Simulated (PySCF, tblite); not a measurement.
**C₆H₁₃O radical: geometry, infrared bands and EPR parameters**

Wanted: the infrared bands and EPR parameters of C₆H₁₃O radical (`[CH2][C@@H](CC)COC`), by calculation.

Computed with tblite 0.8.0 and PySCF 2.14.0, with density-fitted response routines of our own, on a single molecule in the gas phase. Atoms are numbered from 0 throughout.

## 1. The starting structure

20 atoms, charge 0, multiplicity 2; geometry from: force field or distance geometry start.

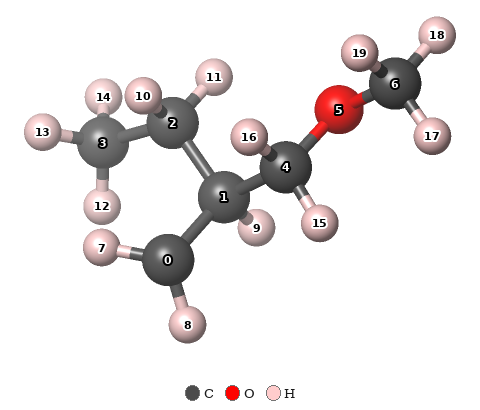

The starting geometry (carbon dark grey, oxygen red, hydrogen pink), atoms numbered; sticks join atoms by distance.

## 2. Geometry optimisation with GFN2-xTB

The job: settings as JSON, then the geometry in Å.

```
{"job": {"kind": "relax", "xc": "GFN2-xTB", "basis": "xTB"}, "charge": 0, "multiplicity": 2}
C     -1.264300    -1.529300     0.215600
C     -0.465000    -0.476700    -0.500200
C     -0.898800     0.862800    -0.013700
C     -2.351300     1.169900    -0.286500
C      0.984500    -0.663200    -0.032200
O      1.767500     0.276600    -0.665400
C      3.086400     0.084800    -0.230400
H     -2.201900    -1.071400     0.614400
H     -1.436500    -2.423000    -0.382900
H     -0.558400    -0.628100    -1.578100
H     -0.753500     0.931900     1.072300
H     -0.311900     1.632300    -0.550500
H     -2.888000     0.439400    -0.893000
H     -2.867200     1.232700     0.695200
H     -2.460900     2.184400    -0.755300
H      1.276900    -1.692900    -0.306100
H      1.007700    -0.490700     1.050100
H      3.465900    -0.929300    -0.469900
H      3.716300     0.866600    -0.721000
H      3.147400     0.234000     0.889900
```

Run with:

```bash
$ OMP_NUM_THREADS=1 python probes_run.py task.json out
```

The driver reads the jobs from task.json and runs them one after another.

**Question.** This job is followed by: GFN2-xTB harmonic vibrations, gas phase; UKS B3LYP, pcH-1 on C H O, non-relativistic, mean-field spin-orbit, GIAO. Predict these results of the whole session: strongest single infrared mode (GFN2-xTB); zero-point energy (GFN2-xTB); g(iso) (B3LYP); ⟨S²⟩; largest a(iso) (averaged by class); surface potential, least and greatest.

As calculated:

```
                                 quantity                 value
strongest single infrared mode (GFN2-xTB)  1113 cm⁻¹, 90 km/mol
             zero-point energy (GFN2-xTB)        109.4 kcal/mol
                           g(iso) (B3LYP)               2.00257
                                     ⟨S²⟩    0.754 (exact 0.75)
       largest a(iso) (averaged by class)  13C on C4, 110.4 MHz
    surface potential, least and greatest    -1.30 V and 0.69 V
```

In words: Over 103 steps the energy fell by 0.760 eV; of the close pairs, C0–H7 changed most, 1.117 to 1.073 Å. All 54 modes are real, so the xTB geometry is a minimum. The strongest single mode, at 1113 cm⁻¹, is carried by O5, C6, C4. Unscaled tight-binding wavenumbers are off by several per cent, some by more. Its intensities can rank the bands wrongly. Most of the unpaired spin sits on C0 (1.08 e). The isotropic g lies 0.3 ppt above the free-electron value.
